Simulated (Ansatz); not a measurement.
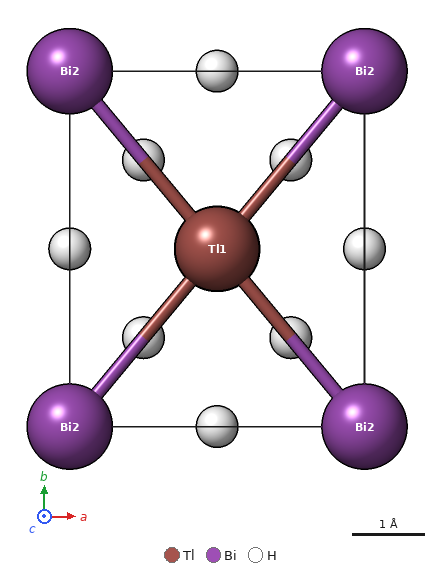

Crystalline TlBiH₆ (a generated structure, set up in Immm), before the relaxation. Style: ball-and-stick. Shown: the conventional cell (2 times the calculation's cell), along the c axis. Lengths and directions refer to the drawn axes.

All numbers below come from DFT PBE, scalar-relativistic, plane waves, PAW (Ansatz 0.2.0).

Input file:
```yaml
crystal:
  lattice:
    - [-2.0556700872, 2.4786859447, 3.9506268111]
    - [2.0556700872, -2.4786859447, 3.9506268111]
    - [2.0556700872, 2.4786859447, -3.9506268111]
  atoms:
    - { symbol: Tl, position: [0.5, 0.5, 0.0] }
    - { symbol: Bi, position: [0.0, 0.0, 0.0] }
    - { symbol: H, position: [0.0, 0.0, 0.5] }
    - { symbol: H, position: [0.0, 0.5, 0.0] }
    - { symbol: H, position: [0.5, 0.5, 0.5] }
    - { symbol: H, position: [0.5, 0.0, 0.0] }
    - { symbol: H, position: [0.236578659, 0.736578659, 0.5] }
    - { symbol: H, position: [0.763421341, 0.263421341, 0.5] }
basis:
  ecutwfc: 420
kpoints:
  mp_grid: { grid: [12, 12, 12] }
hamiltonian:
  xc: pbe
scf:
  occupations: { method: gaussian, width: 0.1 }
output:
  forces: true
  stress: true
  eigenvalues: true
relax:
  adjacent_minimum: "off"
  f_tol: 0.01
  max_steps: 80
  cell: { stress_tol: 0.05 }
```

Launched with:
```bash
ansatz run input.yaml --threads 1 --pin off --max-ram 2560MiB --backend cpu --events-out ev --progress --plain --runs-dir out
```

Predict the outcome.

Answer. After 4 accepted moves (5 points after the start) the energy has fallen by 0.6 meV per atom. Largest force component: 0.012 eV/Å at the start, 0.00012 eV/Å at the end. Pressure: 0.09 GPa at the start and 0.00 GPa at the end. At 1 point the geometry stayed and the basis and grid were re-selected for the new cell (energy shift of 0.1 meV per atom at most each time). No atom moves by more than 0.005 Å relative to the cell. Cell: a 4.111 → 4.191 Å (+1.9 %), b 4.957 → 4.927 Å (−0.6 %), c 7.901 → 7.832 Å (−0.9 %). Volume +0.4 %. Near-neighbour distances that change, for instance: Tl1–Bi2 3.220 → 3.234 Å. The space group stays Immm (No. 71).

Final geometry:

```
CELL_PARAMETERS angstrom
-2.09571 2.46355 3.91579
2.09571 -2.46355 3.91579
2.09571 2.46355 -3.91579
ATOMIC_POSITIONS crystal
Tl 0.50000 0.50000 0.00000
Bi 0.00000 0.00000 0.00000
H 0.00000 0.00000 0.50000
H 0.00000 0.50000 0.00000
H 0.50000 0.50000 0.50000
H 0.50000 0.00000 0.00000
H 0.23613 0.73613 0.50000
H 0.76387 0.26387 0.50000
```

The end point in the same view:

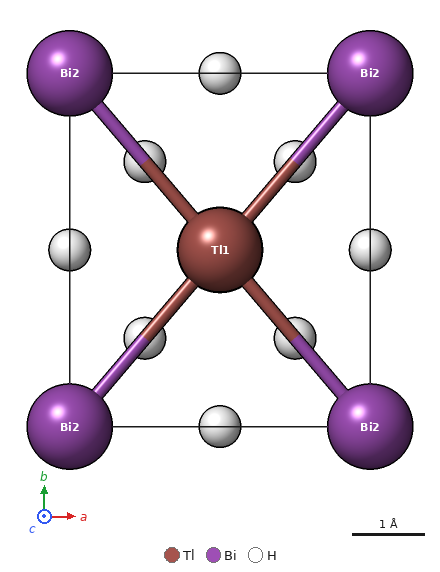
